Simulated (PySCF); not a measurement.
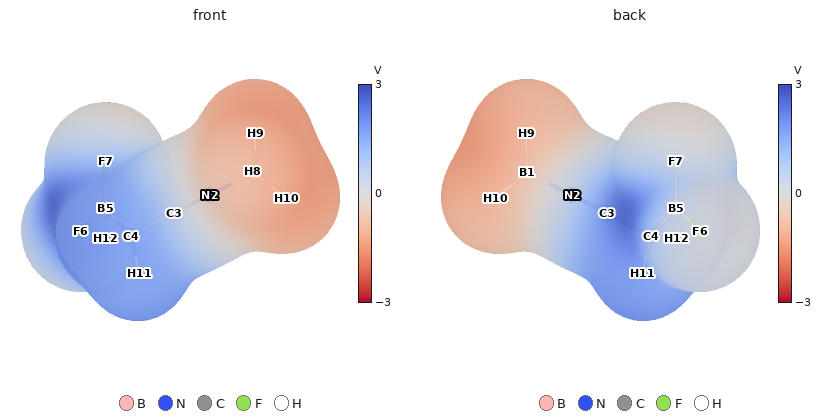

C2H5B2F2N. The molecular electrostatic potential painted on the density surface at 0.001 e/bohr³, seen from the front and from behind; the colour scale runs from red (negative) to blue (positive).

Geometry: GFN2-xTB.

Level of theory: PBE0/def2-SVPD, SCF density, gas phase in PySCF.

The calculation's input:

```
{"job": {"kind": "uv", "xc": "PBE0", "basis": "def2-SVPD", "nstates": 6, "ntriplets": 2}, "charge": 0, "multiplicity": 1}
B      2.494873     0.653840     0.173374
N      1.147383     0.092388     0.226754
C      0.090036    -0.360473     0.260342
C     -1.234591    -0.920687     0.274336
B     -2.379930     0.132739    -0.078135
F     -3.476963    -0.237651    -0.694661
F     -2.323789     1.398377     0.244929
H      3.039853     0.299516     1.172181
H      2.348572     1.834643     0.113592
H      2.989936     0.197169    -0.810617
H     -1.269069    -1.765881    -0.419662
H     -1.425113    -1.324665     1.276260
```

Run with:

```sh
OMP_NUM_THREADS=1 python probes_run.py task.json out
```

### Which sites attract a positive test charge, and which a negative one?

A positive charge is drawn to the negative regions and a negative charge to the positive ones. The most negative region (about −1.4 V) lies over H9, the most positive (about +2.6 V) over B5.

### What dipole moment does the calculation give?

Its dipole moment is 6.43 D.
